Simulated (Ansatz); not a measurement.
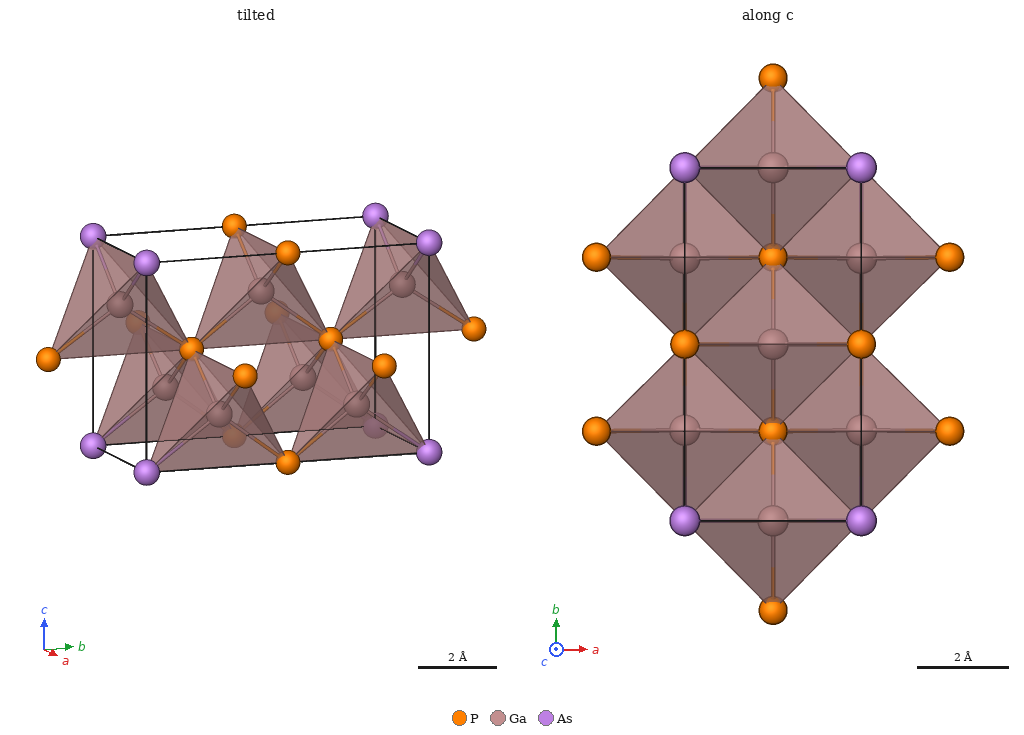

Structure drawing (polyhedral), viewed slightly off an axis and along the c axis. The edges of the conventional unit cell are marked. Some neighbours outside the box are added.

Ga$_{4}$AsP$_{3}$, space group Pmm2 (No. 25), a = 3.894 Å, b = 7.785 Å, c = 5.500 Å, α = 90.00°, β = 90.00°, γ = 90.00°. Provenance: a structure type filled with these elements by a generator (whether the compound takes this form wasn't checked). Earlier steps of the study may have refined or changed the cell and positions. A calculation with Ansatz used it as input.

This one geometry was computed with Ansatz (DFT, plane waves, PAW) at five levels of theory: PBE0, HSE06, r2SCAN, PBE with spin-orbit coupling and PBE. It was relaxed beforehand with r2SCAN.

Question: Which level gives the highest pressure at this volume, and what does that say about its equilibrium volume?

Answer: Highest: PBE with spin-orbit coupling (2.5 GPa) and PBE (2.6 GPa), which points to the largest equilibrium volume. Lowest, with the smallest volume: r2SCAN (0.0 GPa). Levels within 0.5 GPa of each other can't be told apart.

Question: How does the band gap change with the level of theory?

Answer: PBE with spin-orbit coupling: a gap of 1.36 eV, direct; PBE: a gap of 1.40 eV, direct; r2SCAN: a gap of 1.68 eV, indirect; HSE06: a gap of 2.05 eV, indirect; PBE0: a gap of 2.71 eV, indirect.

Question: Collect the results in a table.

Answer:
| level | cutoff (eV) | k-mesh of the run's cell | gap (eV) | pressure (GPa) |
| --- | --- | --- | --- | --- |
| PBE0 | 420 | 4×2×4 | 2.71 | 0.5 |
| HSE06 | 420 | 4×2×4 | 2.05 | 0.8 |
| r2SCAN | 500 | 6×4×6 | 1.68 | 0.0 |
| PBE with spin-orbit coupling | 420 | 6×4×6 | 1.36 | 2.5 |
| PBE | 420 | 6×4×6 | 1.40 | 2.6 |

Gaps are taken on the k-mesh or band path of each run.
